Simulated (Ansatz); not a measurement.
C$_{2}$H$_{9}$AsOSi (SMILES C[AsH][SiH](C)O)

```xyz
14

C    -1.1444   -1.5171    1.1368
As    0.0128   -0.0703    1.8934
Si    0.9296    0.5764   -0.1984
C    -0.2754    1.7039   -1.1079
O     1.2050   -0.8343   -1.0716
H    -2.0420   -1.0518    0.7028
H    -0.6188   -2.0924    0.3640
H    -1.4574   -2.1804    1.9557
H     1.2138   -0.9744    2.1864
H     2.2118    1.3178    0.0272
H    -1.2482    1.2072   -1.2550
H     0.1117    1.9937   -2.0996
H    -0.4459    2.6282   -0.5312
H     1.5345   -0.7355   -1.9736
```

All numbers below come from RKS B3LYP-D4/def2-SVP in Ansatz 0.2.0.

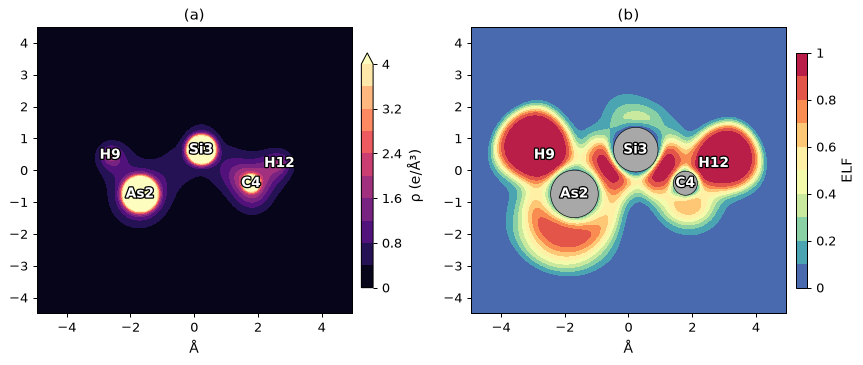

Figure 1. (a) electron density; (b) electron localisation function on the plane of atoms Si3, As2 and H9. Grey discs cover the atomic cores in the ELF map.

> Read the bonding off the picture.

- Atoms in the plane: As, Si, C and H.
- C–Si (1.88 Å): ρ is about 0.95 e/Å³ halfway; the ELF peaks at about 0.95 between the atoms: a shared electron pair.
- Si–As (2.37 Å): ρ at the midpoint is about 0.66 e/Å³; the ELF peaks at about 0.95 between the atoms; a covalent bond.
- C–H (1.10 Å): ρ is about 1.9 e/Å³ halfway; the ELF climbs to about 1 towards the hydrogen, as it does in any bond to H; an ordinary covalent bond to hydrogen.
- The ELF also peaks beside As2, away from the bonds: lone-pair regions.

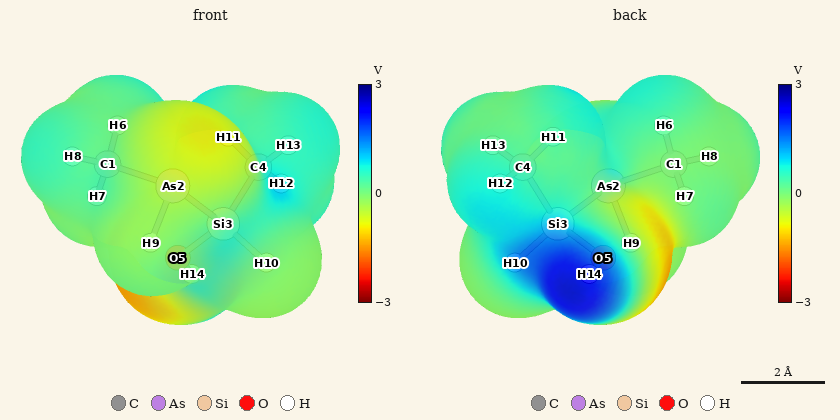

Figure 2. The electrostatic potential painted on the density surface at 0.002 e/bohr³, seen from the front and from behind; red is negative and blue positive.

> Where is the surface potential most negative and most positive?

The most negative region (about −1.4 V) lies over O5, the most positive (about +2.4 V) over H14. O5 is the likeliest acceptor of a hydrogen bond.

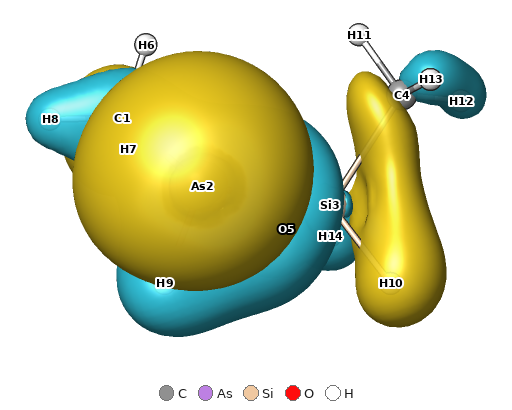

Figure 3. The HOMO at ±0.06 Å⁻³ᐟ² (yellow and cyan are the two phases), seen at a tilt.

> Describe this orbital and give its energy.

By Hirshfeld shares it lies mainly on As2 (about 65 %), Si3 (about 15 %) and C1 (about 5 %). Its energy is −6.54 eV.
